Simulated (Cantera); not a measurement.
Feed: 1 mol CH4, 1.1 mol O2, 3.1 mol N2, held at 0.0140 bar.

Equilibrium computed with Cantera from the NASA thermochemical tables; the gas is ideal and each condensed phase is pure. Candidate condensed phases: C, C6H6, C7H8, C8H18, H2O; 136 gas species. The numbers say what is thermodynamically allowed, not how fast it happens.

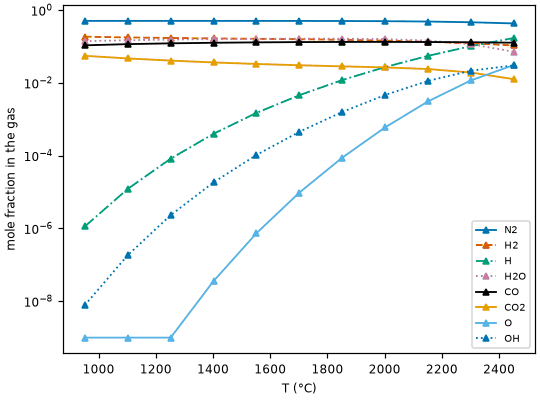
Fig. 1. Equilibrium gas composition (values under 1e-9 drawn at 1e-9)

From 952 °C to 2452 °C nothing is condensed. The main C-bearing gas is CO throughout.
